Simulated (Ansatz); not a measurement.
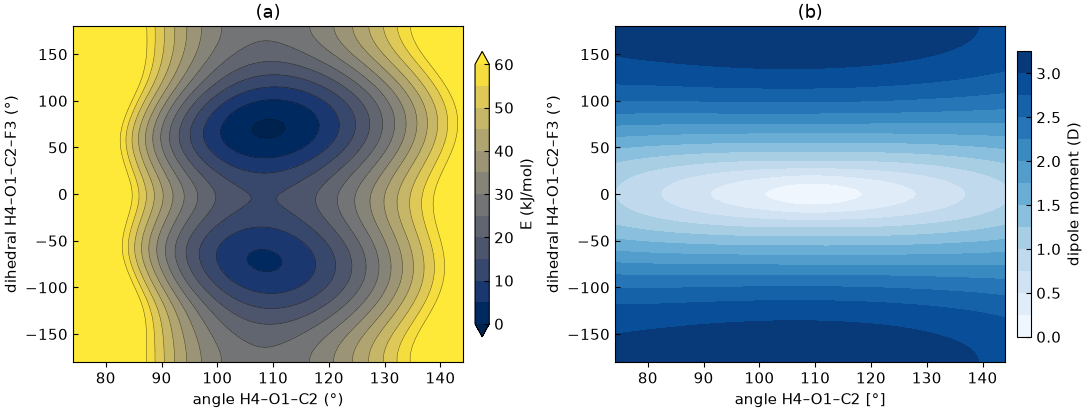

CH3FO, SMILES OCF. The first coordinate is: angle H4–O1–C2; the second: dihedral H4–O1–C2–F3. Nothing is relaxed (all other coordinates rigid). The grid has 11 × 12 points. Points are written as (first, second). Energies: kJ/mol, counted from the lowest grid point. Computed with RKS wB97X-V/def2-TZVP (Ansatz 0.2.0).

Panel (a) is the energy and panel (b) the computed dipole moment on the same grid.

In the figure: filled contours, one colour for all values above the top of the scale. Between grid points the surface is interpolated.

How does the dipole moment vary over the map, and what is it at the lowest grid point?

Answer. Leaving out the highest fifth of the energies, it runs from 0.09 D at (109.1°, 0°) to 3.17 D at (109.1°, −180°). At the lowest grid point, (109.1°, 60°), it is 1.60 D.

| dihedral H4–O1–C2–F3 ↓, angle H4–O1–C2 → | 74.1 | 81.1 | 88.1 | 95.1 | 102.1 | 109.1 | 116.1 | 123.1 | 130.1 | 137.1 | 144.1 |
| --- | --- | --- | --- | --- | --- | --- | --- | --- | --- | --- | --- |
| 150 | 3.01 | 3.04 | 3.07 | 3.09 | 3.11 | 3.11 | 3.09 | 3.06 | 3.02 | 2.95 | 2.87 |
| 120 | 2.77 | 2.79 | 2.81 | 2.83 | 2.84 | 2.84 | 2.82 | 2.80 | 2.75 | 2.70 | 2.63 |
| 90 | 2.31 | 2.31 | 2.31 | 2.32 | 2.32 | 2.32 | 2.31 | 2.30 | 2.28 | 2.25 | 2.22 |
| 60 | 1.72 | 1.67 | 1.64 | 1.62 | 1.61 | 1.60 | 1.61 | 1.62 | 1.63 | 1.66 | 1.70 |
| 30 | 1.19 | 1.06 | 0.95 | 0.87 | 0.82 | 0.81 | 0.82 | 0.87 | 0.95 | 1.06 | 1.20 |
| 0 | 1.00 | 0.78 | 0.58 | 0.39 | 0.22 | 0.09 | 0.19 | 0.36 | 0.55 | 0.75 | 0.96 |
| −30 | 1.21 | 1.07 | 0.97 | 0.88 | 0.83 | 0.81 | 0.82 | 0.87 | 0.95 | 1.06 | 1.20 |
| −60 | 1.73 | 1.68 | 1.64 | 1.62 | 1.61 | 1.61 | 1.61 | 1.62 | 1.64 | 1.66 | 1.71 |
| −90 | 2.31 | 2.30 | 2.30 | 2.31 | 2.32 | 2.32 | 2.31 | 2.30 | 2.28 | 2.25 | 2.23 |
| −120 | 2.76 | 2.78 | 2.80 | 2.82 | 2.83 | 2.83 | 2.82 | 2.79 | 2.75 | 2.70 | 2.63 |
| −150 | 3.00 | 3.03 | 3.06 | 3.08 | 3.10 | 3.10 | 3.09 | 3.06 | 3.01 | 2.95 | 2.87 |
| −180 | 3.07 | 3.11 | 3.14 | 3.16 | 3.17 | 3.17 | 3.16 | 3.13 | 3.09 | 3.02 | 2.94 |
